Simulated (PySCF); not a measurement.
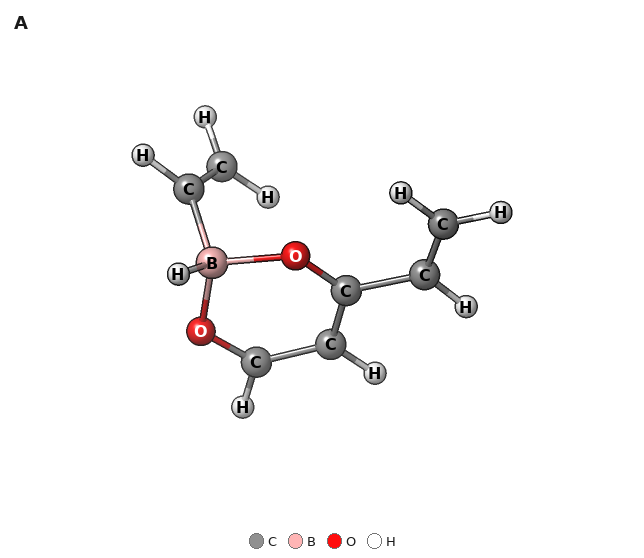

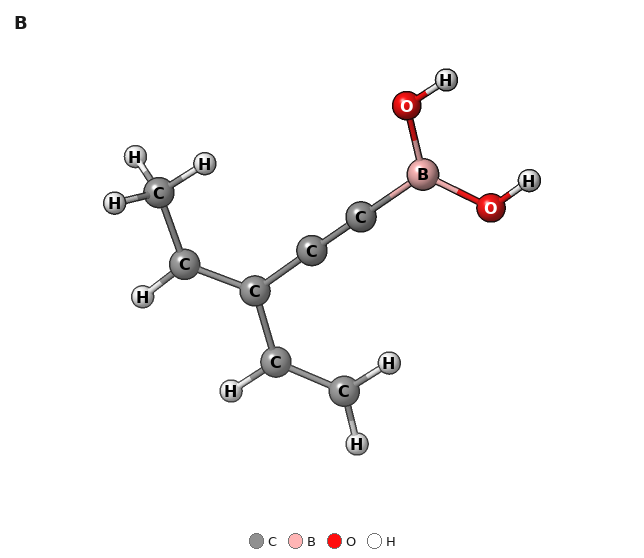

2 stationary structures of one formula. Geometries: GFN2-xTB. Electronic energies: PBE0/pcSseg-1 (PySCF 2.14.0), without zero-point energy. No frequency run is at hand to confirm each as a minimum. Each is one conformer, not always the lowest.

**Which is lowest in energy, and by how much?**

B is lowest; A lies 0.973 eV above it. A is `C=C[B@@H-]1OC(C=C)=CC=[O+]1`, B is `C=C/C(C#CB(O)O)=C/C`.

The geometry is semi-empirical. Around B such bond lengths and angles can be off by a tenth of an ångström or more and by several degrees, and values that hang on the shape move with them.
